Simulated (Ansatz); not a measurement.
# What a change does: single-point calculation on CH$_{5}$ClSn

System: CH$_{5}$ClSn.
Method of the first run: RKS PBE0-D4/def2-TZVP (Ansatz 0.2.0).

The geometry comes from this level: r2SCAN-D4/def2-TZVP. Text and figures count atoms from 1; the logs count them from 0 in places.

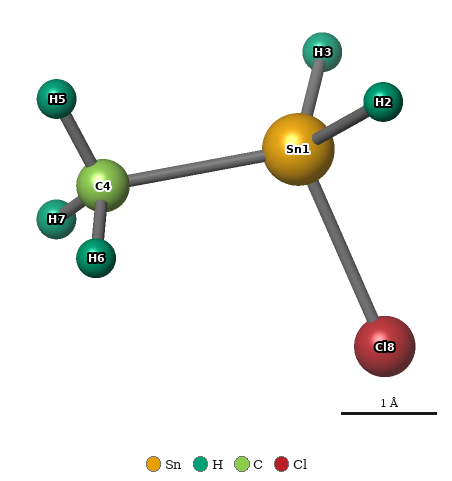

**Figure 1.** The structure (ball-and-stick view, seen at a tilt; atoms are numbered from 1 in the order of the input). Sticks mark near contacts. Bond lengths as drawn: Cl–Sn 2.35 Å, C–H 1.09 Å, C–Sn 2.13 Å and H–Sn 1.71 Å.

## Input, the first run
```yaml
crystal:
  periodic: [false, false, false]
  atoms:
    - {symbol: Sn, position_ang: [0.550587, -0.679942, 0.394377]}
    - {symbol: H, position_ang: [0.501515, -0.808554, 2.094540]}
    - {symbol: H, position_ang: [2.137713, -0.826603, -0.212926]}
    - {symbol: C, position_ang: [-0.509386, 1.005036, -0.368394]}
    - {symbol: H, position_ang: [-0.061776, 1.928014, 0.002095]}
    - {symbol: H, position_ang: [-1.548008, 0.950122, -0.044411]}
    - {symbol: H, position_ang: [-0.468843, 0.993444, -1.456895]}
    - {symbol: Cl, position_ang: [-0.601802, -2.561516, -0.408377]}
basis:
  gaussian: {orbitals: def2-TZVP, initial_orbitals: start.molden}
hamiltonian: {xc: pbe0, dispersion: d4}
scf: {omitted_lower_state_checks: [starts]}
output: {orbitals: {seedname: orbitals}}
```

Launched with:
```bash
ansatz run in.yaml --threads 4 --pin off --events-out ev --progress --plain --max-ram 3916MiB
```

Hardware: 4 threads of Arm Neoverse V2, 23 GiB of memory available, shared host.

## Output (the first run)
```
Functional definition: PBE0
  parameter a = 0.25
  parameter kappa = 0.804
  parameter beta = 0.06672455060314922
  exchange = (1 - a)*pbe_x(kappa = kappa, mu = beta*pi^2/3) + a*exact_x
  correlation = pbe_c(beta = beta)
these checks for a lower state are left out or cut short: starts
1129 factors; their error is unknown
mean field evaluation 1: about -19467.5337 eV, gradient 1.1e2 eV
mean field evaluation 2: about -19468.9948 eV, gradient 2.3e0 eV
mean field evaluation 4: about -19469.1199 eV, gradient 2.8e-1 eV
mean field evaluation 8: about -19469.1200 eV, gradient 2.6e-5 eV
mean field -19469.12004872 eV, -715.4769651468 hartree, gradient 2.6e-5 eV, S^2 0.000000; 0 other end points of the search recorded, 0 dependent functions left out
reference -19469.12008279 eV, -715.4769663991 hartree; 25, 25 occupied and 123, 123 virtual orbitals, 1129 factors
Total energy: -19469.25174799 eV, -715.4818050057 hartree
Checks for a lower state left out: starts
```

For the second run the input was changed thus:
```diff
-  gaussian: {orbitals: def2-TZVP, initial_orbitals: start.molden}
+  gaussian: {orbitals: def2-TZVP}
+magnetization: {spin_polarized: true, initial_magnetization: 2}
```

Predict how the results change.

The total energy of the second run is 139.5 kcal/mol higher, which measures the change of basis and not a stability. The HOMO goes from −8.30 to −2.46 eV. The LUMO goes from −0.49 to −6.71 eV.

## Output (the second run)
```
Functional definition: PBE0
  parameter a = 0.25
  parameter kappa = 0.804
  parameter beta = 0.06672455060314922
  exchange = (1 - a)*pbe_x(kappa = kappa, mu = beta*pi^2/3) + a*exact_x
  correlation = pbe_c(beta = beta)
these checks for a lower state are left out or cut short: starts
1129 factors; their error is unknown
mean field evaluation 1: about -19454.5480 eV, gradient 4.0e1 eV
mean field evaluation 2: about -19437.4133 eV, gradient 6.3e1 eV
mean field evaluation 4: about -19462.4436 eV, gradient 8.0e0 eV
mean field evaluation 8: about -19462.8720 eV, gradient 2.5e-1 eV
mean field evaluation 16: about -19462.9834 eV, gradient 8.2e-3 eV
mean field evaluation 32: about -19463.0683 eV, gradient 5.7e-1 eV
mean field -19463.07073458 eV, -715.2546569528 hartree, gradient 9.6e-6 eV, S^2 2.007484; 0 other end points of the search recorded, 0 dependent functions left out
reference -19463.07077856 eV, -715.2546585690 hartree; 26, 24 occupied and 122, 124 virtual orbitals, 1129 factors
Total energy: -19463.20244375 eV, -715.2594971755 hartree
Checks for a lower state left out: starts
```

## The two runs side by side

| quantity | the first run | the second run |
| --- | --- | --- |
| outcome | converged | converged |
| total energy (hartree) | −715.481805 | −715.259497 |
| HOMO (eV) | −8.30 | −2.46 |
| LUMO (eV) | −0.49 | −6.71 |
| basis functions | 148 | 148 |
| ⟨S²⟩ | – | 2.007 |
| wall time (shared host) | 1.3 s | 9.5 s |
